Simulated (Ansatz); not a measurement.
## Electronic structure of CH6Ge2S in real space

```json
{"atom": "C", "x (Å)": "0.6673", "y (Å)": "0.0355", "z (Å)": "1.0804"}
{"atom": "Ge", "x (Å)": "-0.5932", "y (Å)": "-1.4462", "z (Å)": "0.8445"}
{"atom": "Ge", "x (Å)": "0.0247", "y (Å)": "-3.5073", "z (Å)": "-0.1485"}
{"atom": "S", "x (Å)": "-0.1351", "y (Å)": "-3.2806", "z (Å)": "2.1255"}
{"atom": "H", "x (Å)": "0.4762", "y (Å)": "0.5272", "z (Å)": "2.0460"}
{"atom": "H", "x (Å)": "0.5482", "y (Å)": "0.7712", "z (Å)": "0.2711"}
{"atom": "H", "x (Å)": "1.6928", "y (Å)": "-0.3581", "z (Å)": "1.0741"}
{"atom": "H", "x (Å)": "-2.0749", "y (Å)": "-1.0239", "z (Å)": "0.8898"}
{"atom": "H", "x (Å)": "1.4592", "y (Å)": "-3.7832", "z (Å)": "-0.6341"}
{"atom": "H", "x (Å)": "-0.9978", "y (Å)": "-4.4936", "z (Å)": "-0.7394"}
```

Geometry: B3LYP-D3(BJ)/def2-SVP.

Theory: isolated molecule in a Gaussian basis; Kohn-Sham density functional theory, functional PBE0 (Ansatz).

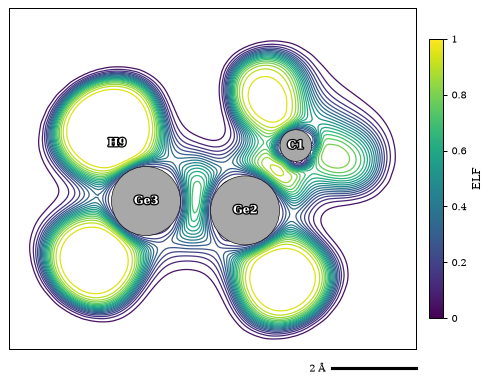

Figure 1. ELF on the plane of atoms C1, Ge2 and Ge3. Grey discs cover the atomic cores.

Read the bonding off the picture.

Answer.
- The plane passes through C, Ge and H nuclei.
- C–Ge (1.96 Å): the ELF peaks at about 0.90 in the valence shell of C, 0.7 Å from its nucleus, and is about 0.70 at the midpoint.
- Ge–Ge (2.37 Å): the ELF peaks at about 0.75 between the atoms.
- Ge–H (1.54 Å): the ELF climbs to about 1 towards the hydrogen.

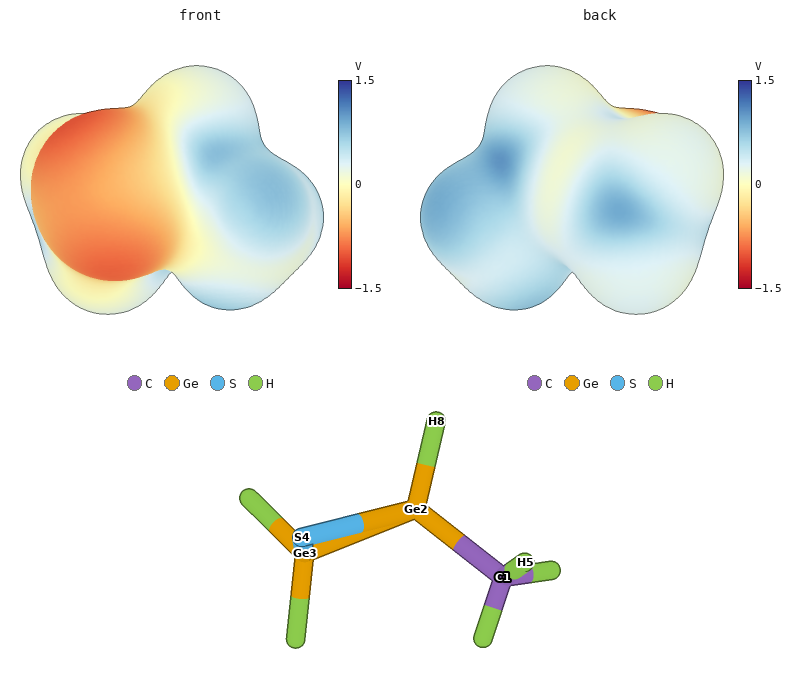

Figure 2. The electrostatic potential painted on the density surface at 0.001 e/bohr³, seen from the front and from behind; red is negative and blue positive. The bare structure is drawn below in the same view.

Which sites attract a positive test charge, and which a negative one?

Answer. A positive charge is drawn to the negative regions and a negative charge to the positive ones. The most negative region (about −1.0 V, or −23 kcal/mol for a unit charge) lies over S4, the most positive (about +0.9 V, or +21 kcal/mol for a unit charge) over Ge2 and Ge3.

How polar is the molecule by this calculation?

Answer. Its dipole moment is 2.64 D.

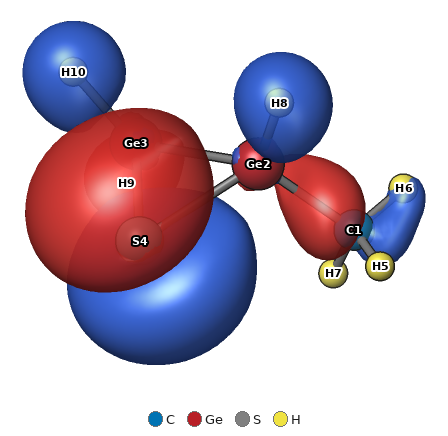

Figure 3. The HOMO at ±0.06 Å⁻³ᐟ² (red and blue are the two phases), seen at an oblique angle.

Where does this orbital lie, and at what energy?

Answer. By Hirshfeld shares it lies mainly on S4 (about 75 %), Ge3 (about 5 %) and Ge2 (about 5 %); largely a lone pair of S4. Its energy is −6.87 eV.
